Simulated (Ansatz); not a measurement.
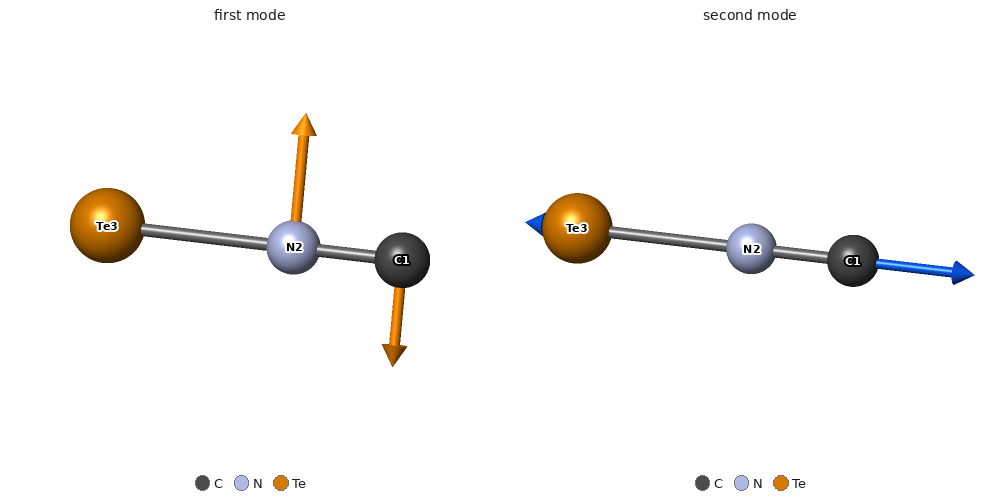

The system is CNTe, spin multiplicity 2; the picture shows the reference structure; its two panels give the patterns of the first and the second mode as arrows. 
- First axis: normal mode 1 (180 cm⁻¹). Second axis: normal mode 3 (525 cm⁻¹).
- Nothing is relaxed (straight displacements along the two mass-weighted modes).
- Grid: 15 × 15 points; 119 points were computed and 101 follow by symmetry. At 5 points there is no value.
- Points are written as (first, second).
- All energies are given in kJ/mol relative to the lowest grid point.
- In part of the range the unrestricted reference is strongly spin-contaminated.
- Level of theory: Ansatz, UHF/def2-TZVP.

Its coordinates:

```yaml
atoms:
  - { symbol: C, position_ang: [-1.1021, 0.7448, -0.5172] }
  - { symbol: N, position_ang: [-0.2112, 0.1427, -0.0991] }
  - { symbol: Te, position_ang: [1.3133, -0.8875, 0.6163] }
```

Range: normal mode 1 (180 cm⁻¹) from −2.049 to 2.049 amu½·Å; normal mode 3 (525 cm⁻¹) from −1.404 to 1.404 amu½·Å.

Q: What will the energy surface look like?

A: The lowest grid point is at (0.000 amu½·Å, 0.000 amu½·Å). No other kind of well shows on this grid. The highest grid point, (−2.049 amu½·Å, 1.404 amu½·Å), lies 280 kJ/mol above the lowest.

```
normal mode 3 (525 cm⁻¹) ↓, normal mode 1 (180 cm⁻¹) →  −2.049  −1.756  −1.463  −1.171  −0.878  −0.585  −0.293  0.000  0.293  0.585  0.878  1.171  1.463  1.756  2.049
                                                 1.404     280     219     161     117      88      73      65     63     65     73     88    117    161    219    280
                                                 1.203     266     204     145     101      73      58      51     49     51      –     73    101    145    204    266
                                                 1.003     252     189     130      87      59      44      38     36     38     44     59     87    130    189    252
                                                 0.802     238     175     116      73      46      32      26     25     26     32     46     73    116    175    238
                                                 0.602     226     162     104      61      35      21      16     15     16     21     35     61    104    162    226
                                                 0.401     215     151      93      51      26       –       8      7      8     13     26     51     93    151    215
                                                 0.201     206     143      85      44      19       7       3      2      3      7     19     44     85    143    206
                                                 0.000     199       –      79      39      15       4       1      0      1      4     15     39     79    136    199
                                                −0.201     195     133      77      38      15       5       2      2      2      5     15     38     77    133    195
                                                −0.401     194     134      79      41      20      11       9      9      9     11     20     41     79    134    194
                                                −0.602     198     139      85      50      30      23      21     22     21     23     30     50     85    139    198
                                                −0.802     206     149      98      64      47      41      41     41     41     41     47     64     98    149    206
                                                −1.003     220     166     118      86      71      67      68     69     68     67     71     86    118    166    220
                                                −1.203     241     191     146       –     105     103     106    107    106    103    105      –    146    191    241
                                                −1.404     270     225     185     160     150     151     155    157    155    151    150    160    185    225    270
```

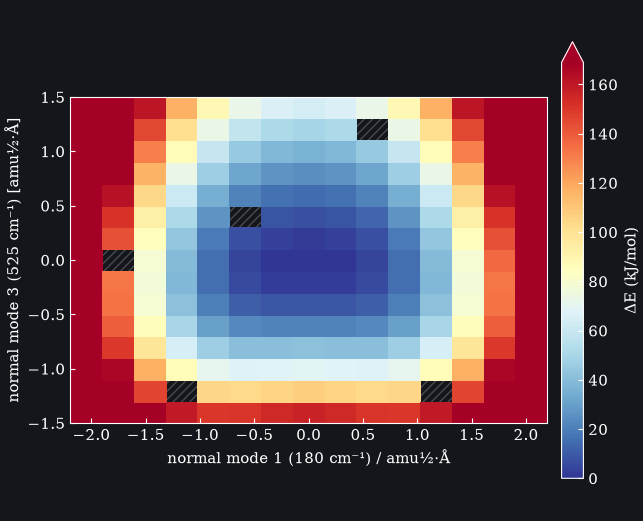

In the figure: one coloured cell a grid point, one colour for all values above the top of the scale, hatched blanks where no value was computed.

Time for the 119 points that were run: 71 min on 1 thread of Arm Neoverse N1, with other jobs on the host.
